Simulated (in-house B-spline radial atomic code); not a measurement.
Theory: non-relativistic HSE06, spin-polarised, spherical fractional occupations, point nucleus, basis-set limit (computed with an in-house B-spline radial code). The occupation of the 3p shell is varied from Ar²⁺ ([Ne] 3s2 3p4 (high spin)) to Ar⁺ ([Ne] 3s2 3p5 (high spin)), with spherical fractional occupations. Wanted, and plotted below: the total energy less the straight line between the end points.

The curve is convex (below the straight line), with the largest deviation among the points computed, −1.44 eV, at 0.5. The end points differ by 27.7 eV, the energy to take the electron out. Convexity is the mark of the delocalisation error, which puts fractional charges too low; for p, d and f shells the spherical spreading of the fraction adds to it. Exact exchange at spherical fractional occupations leaves self-interaction in partly filled shells, which adds to the curvature.

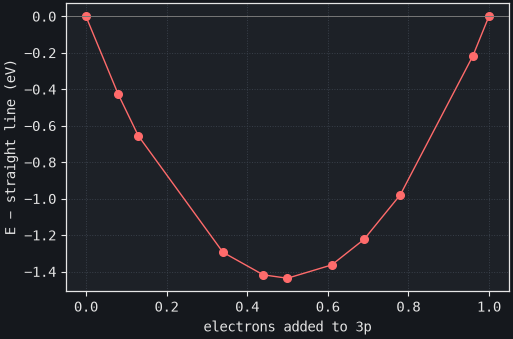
